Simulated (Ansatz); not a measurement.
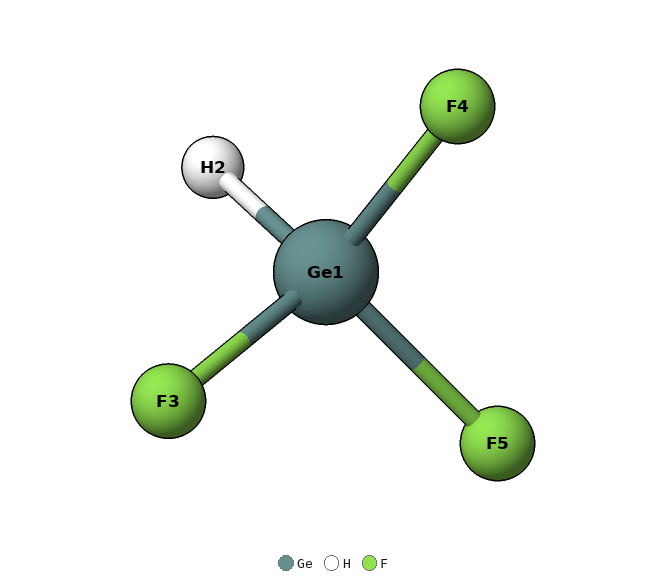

Harmonic vibrations computed with RKS PBE0-D4/def2-TZVP (Ansatz 0.2.0) at a stationary point of the same level.

> How many imaginary frequencies does it have?

A minimum: no imaginary frequency, and the lowest mode lies at 228 cm⁻¹.

> List the wavenumbers.

9 modes: 228, 228, 283, 703, 703, 739, 765, 765, 2272 cm⁻¹.
